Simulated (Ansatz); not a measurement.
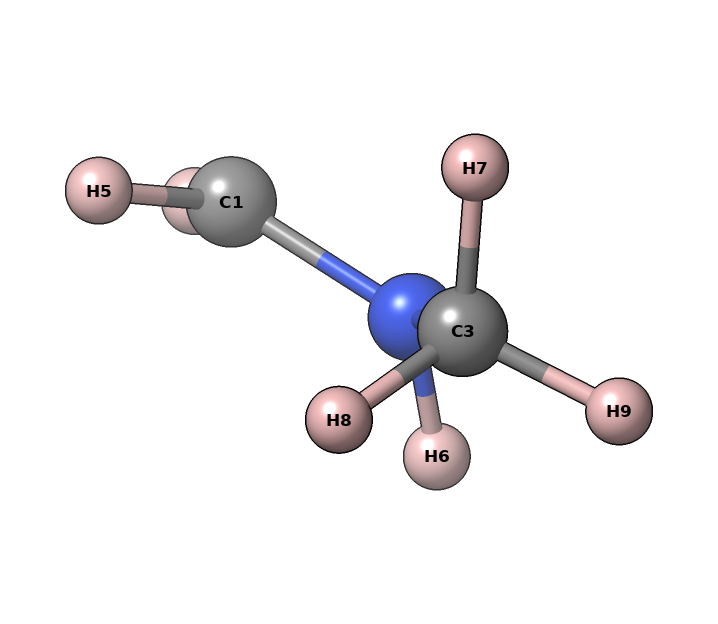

(Drawn from a calculation with Ansatz.)

N2 lies behind C3. The molecule seen a little off the C3–N2 bond, C3 in front. Distant atoms are faded towards the background colour. Charge 0, doublet. Geometry: moved along internal coordinates away from the minimum.

**What is the torsion angle H7–C3–N2–C1? The sign is positive where the front bond must turn clockwise to cover the back bond.**

−55°, synclinal (gauche).
